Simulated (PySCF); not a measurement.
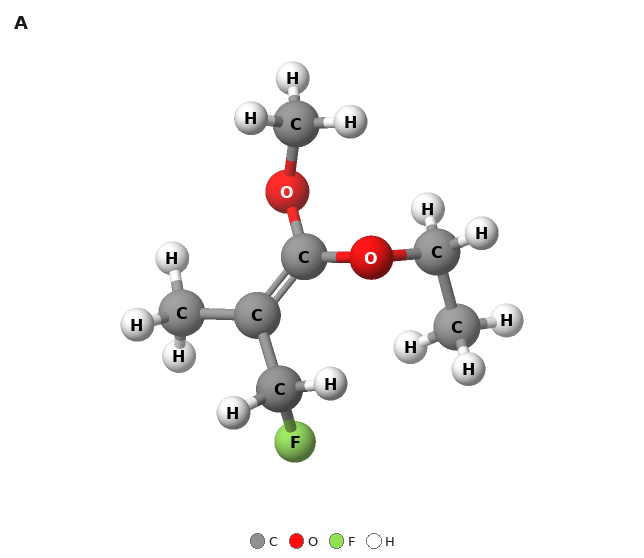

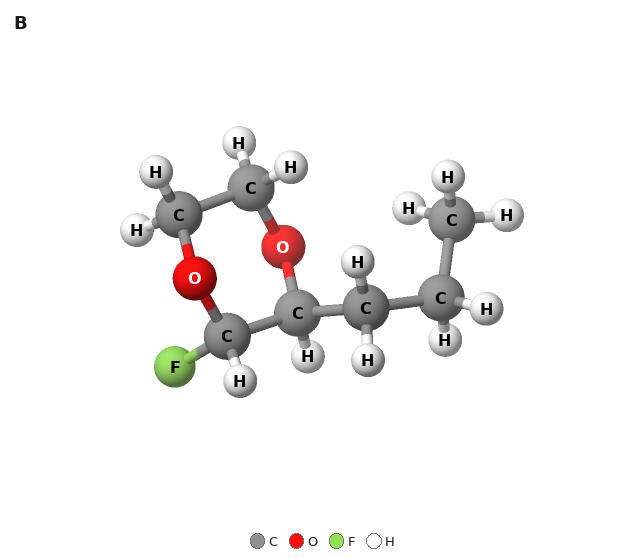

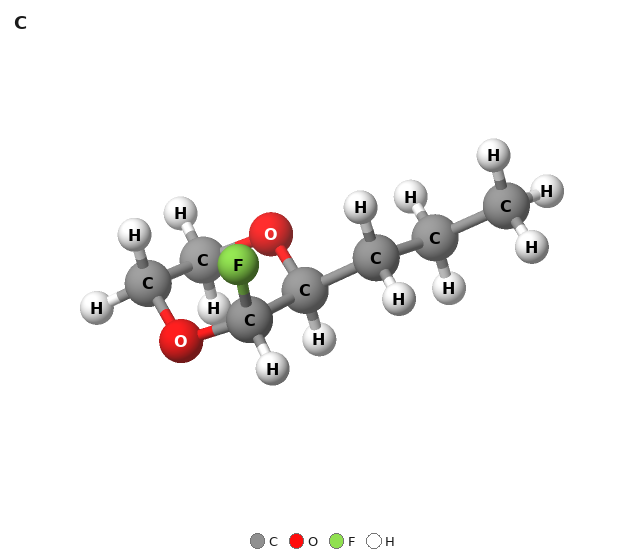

3 stationary structures of one formula. Geometries: GFN2-xTB. Electronic energies: PBE0/pcSseg-1 (PySCF 2.14.0), without zero-point energy. No frequency run is at hand to confirm each as a minimum. Each is one conformer, not always the lowest.

Which structure is the most stable?

C is lowest; B lies 3.2 kcal/mol above it, A lies 21.8 kcal/mol above it. A is `CCO/C(OC)=C(/C)CF`, B is `CCC[C@@H]1OCCO[C@H]1F`, C is `CCC[C@@H]1OCCO[C@@H]1F`.
